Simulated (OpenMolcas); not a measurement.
# doublet AlGeH4F−: levels of theory compared

Wanted: a comparison of 6 runs (UHF/def2-SVPD, U-revPBE/def2-SVPD, UM06-2X/def2-SVPD, USVWN5/def2-SVPD, UTPSS/def2-SVPD, ROMP2/def2-SVPD) of doublet AlGeH4F−. 

The results are computed with OpenMolcas 26.06.

## Step 1: The structure to begin with

AlGeH4F− has 7 atoms, charge -1, and is taken as a doublet. As SMILES of the parent species, `[F][AlH][GeH3]`. The coordinates come from a PBE0-D4/def2-TZVP relaxation. That shape belongs to the parent species and isn't relaxed for this state.

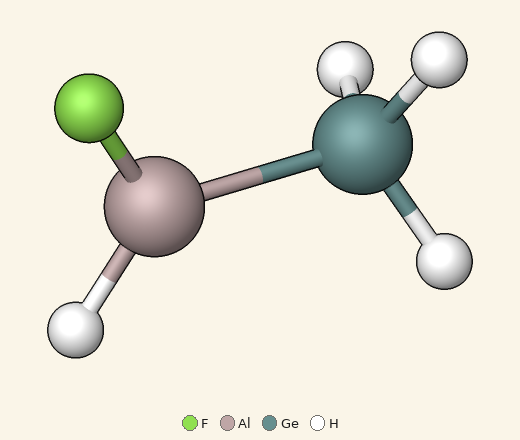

Viewed from a chosen angle; fluorine green, aluminium light grey, germanium teal, hydrogen white.

## Step 2: The energy at UHF/def2-SVPD (run 1)

test.inp reads:

```
>>> EXPORT MOLCAS_PRINT=2

&GATEWAY
  BasLib = $CurrDir
  Coord
  7
  angstrom
  F       -2.002000      -1.487800       0.716500
  Al      -0.491500      -1.327100       0.066600
  Ge       0.428200       0.960300      -0.065100
  H        0.204000      -2.659900      -0.422600
  H        0.095700       1.599200      -1.428000
  H       -0.136400       1.887000       1.024800
  H        1.963300       0.960200       0.062300
  Basis = def2-SVPD
  Group = NoSym

&SEWARD

&SCF
  UHF
  Charge = -1
  Spin = 2
  Thresholds = 1e-10 1e-07 1e-07 1e-05
  PrOrbitals = 0
```

The basis set def2-SVPD is read from a file made from the Basis Set Exchange's data (not shown).

On the command line:

```bash
export MOLCAS_MEM=1860
pymolcas test.inp > test.log
```

Log:

```text
--- Start Module: gateway ---
[...]
--- Stop Module: gateway /rc=_RC_ALL_IS_WELL_ ---
--- Start Module: seward ---
[...]
      Basis functions          117
--- Stop Module: seward /rc=_RC_ALL_IS_WELL_ ---
[...]
--- Start Module: scf ---
[...]
       Convergence after  25 Iterations
[...]
::    Total SCF energy                              -2418.6898402037
[...]
      Total spin, S                                     0.5106863865
[...]
      Total electronic charge=   59.000000
      Total            charge=   -1.000000
[...]
      Dipole Moment (debye):
      Origin of the operator (angstrom)=   -0.1412    0.0703    0.0793
                   X=  7.9665E-01               Y=  4.2202E+00               Z= -4.4607E-01           Total=  4.3178E+00
      Center of Charge (angstrom)
[...]
--- Stop Module: scf /rc=_RC_ALL_IS_WELL_ ---
[...]
```

Run time: 21 s. Hardware: 1 thread of Intel Xeon 6975P-C (Granite Rapids), shared host; peak memory 0.72 GiB.

## Step 3: The energy at U-revPBE/def2-SVPD (run 2)

coord.xyz reads:

```xyz
7

F     -2.002000    -1.487800     0.716500
Al    -0.491500    -1.327100     0.066600
Ge     0.428200     0.960300    -0.065100
H      0.204000    -2.659900    -0.422600
H      0.095700     1.599200    -1.428000
H     -0.136400     1.887000     1.024800
H      1.963300     0.960200     0.062300
```

mol.inp reads:

```
&GATEWAY
 BasLib = $CurrDir
 Coord = coord.xyz
 Basis = def2-SVPD
 Group = NoSym

&SEWARD
 GridInput
 Grid=UltraFine
 End of Grid

&SCF
 UHF
 Charge = -1
 Spin = 2
 KSDFT = revPBE
 Thresholds = 1e-10 1e-07 1e-07 1e-05
 PrOrbitals = 0
```

The basis set def2-SVPD is read from a file made from the Basis Set Exchange's data (not shown).

On the command line:

```bash
export MOLCAS_MEM=1860
pymolcas mol.inp > mol.log
```

Log:

```text
--- Start Module: gateway ---
[...]
--- Stop Module: gateway /rc=_RC_ALL_IS_WELL_ ---
--- Start Module: seward ---
[...]
      Basis functions          117
--- Stop Module: seward /rc=_RC_ALL_IS_WELL_ ---
[...]
--- Start Module: scf ---
[...]
       Convergence after  22 Iterations
[...]
::    Total KS-DFT energy                           -2421.0904205552
[...]
      Total spin, S                                     0.5029949641
[...]
      Total electronic charge=   59.000000
      Total            charge=   -1.000000
[...]
      Dipole Moment (debye):
      Origin of the operator (angstrom)=   -0.1412    0.0703    0.0793
                   X=  8.1548E-01               Y=  3.9010E+00               Z= -1.4360E-01           Total=  3.9879E+00
      Center of Charge (angstrom)
[...]
--- Stop Module: scf /rc=_RC_ALL_IS_WELL_ ---
[...]
```

Wall time 57 s (1 thread of Intel Xeon 6975P-C (Granite Rapids), shared host); peak memory 0.72 GiB.

Runs 3 to 5 aren't shown in full; the table further down has their settings and results.

## Step 4: The energy at ROMP2/def2-SVPD (run 6)

mol.inp reads:

```
* AlFGeH4 ROMP2
&GATEWAY
BasLib = $CurrDir
Coord
7
angstrom
F       -2.002000      -1.487800       0.716500
Al      -0.491500      -1.327100       0.066600
Ge       0.428200       0.960300      -0.065100
H        0.204000      -2.659900      -0.422600
H        0.095700       1.599200      -1.428000
H       -0.136400       1.887000       1.024800
H        1.963300       0.960200       0.062300
Basis = def2-SVPD
Group = NoSym
&SEWARD
&SCF
UHF
Charge = -1
Spin = 2
Thresholds = 1e-10 1e-07 1e-07 1e-05
PrOrbitals = 0
&RASSCF
FileOrb = $Project.UnaOrb
Spin = 2
Nactel = 1 0 0
Inactive = 29
Ras2 = 1
OutOrbitals = Canonical
OrbListing = NoCore
&CASPT2
IPEA = 0.0
Frozen = 15
```

The basis set def2-SVPD is read from a file made from the Basis Set Exchange's data (not shown).

On the command line:

```bash
export MOLCAS_MEM=1860
pymolcas mol.inp > mol.log
```

Log:

```text
--- Start Module: gateway ---
[...]
--- Stop Module: gateway /rc=_RC_ALL_IS_WELL_ ---
[...]
      Basis functions          117
[...]
       Convergence after  25 Iterations
[...]
::    Total SCF energy                              -2418.6898402037
[...]
      Total spin, S                                     0.5106863865
[...]
--- Start Module: rasscf ---
[...]
      Number of active orbitals                  1
[...]
      Spin quantum number                      0.5
[...]
      Active orbitals                            1
[...]
      Number of CSFs                             1
[...]
      Number of root(s) required                 1
[...]
      Convergence after 15 iterations
[...]
      printout of CI-coefficients larger than  0.05 for root  1
      energy=   -2418.686755
      conf/sym  1     Coeff  Weight
             1  u   1.00000 1.00000
      Natural orbitals and occupation numbers for root  1
      sym 1:   1.000000
      ************************************************************************************************************************
      *                                                    Final results                                                     *
[...]
::    RASSCF root number  1 Total energy:  -2418.68675515
[...]
      Total electronic charge=   59.000000
      Total            charge=   -1.000000
[...]
      Dipole Moment (debye):
      Origin of the operator (angstrom)=   -0.1412    0.0703    0.0793
                   X=  5.8810E-01               Y=  4.2233E+00               Z= -8.5209E-01           Total=  4.3483E+00
      Center of Charge (angstrom)
[...]
--- Stop Module: rasscf /rc=_RC_ALL_IS_WELL_ ---
[...]
--- Start Module: caspt2 ---
[...]
      E2 (Variational):          -0.5232788299
      Total energy:           -2419.2100339803
[...]
      Reference weight:           0.85972
[...]
::    CASPT2 Root  1     Total energy:  -2419.21003398
[...]
```

Run time: 37 s. Hardware: 1 thread of Intel Xeon 6975P-C (Granite Rapids), shared host; peak memory 0.72 GiB.

## Step 5: All runs side by side

| run | level | integration grid | frozen core orbitals | energy (Eh) | HOMO energy (eV) | LUMO energy (eV) | ⟨S²⟩ | wall time |
| --- | --- | --- | --- | --- | --- | --- | --- | --- |
| 1 | UHF/def2-SVPD | – | – | -2418.689840 | -0.07 | 5.02 | 0.771 | 21 s |
| 2 | U-revPBE/def2-SVPD | UltraFine | – | -2421.090421 | 2.22 | 2.98 | 0.756 | 57 s |
| 3 | UM06-2X/def2-SVPD | UltraFine | – | -2421.281463 | 0.96 | 2.85 | 0.756 | 79 s |
| 4 | USVWN5/def2-SVPD | UltraFine | – | -2416.471736 | 2.22 | 2.87 | 0.752 | 36 s |
| 5 | UTPSS/def2-SVPD | UltraFine | – | -2421.349978 | 2.16 | 3.09 | 0.756 | 77 s |
| 6 | ROMP2/def2-SVPD | – | 15 | -2419.210034 | – | – | – | 37 s |

## Step 6: What came out

```
           quantity           value
run 6: total energy  -2419.21003 Eh
```

Totals of different functionals can't be ranked against each other. In runs 2, 3, 4, 5 the HOMO lies above zero, so the outermost electron may be held by the basis alone. All runs together took 5.1 min, the longest 79 s.
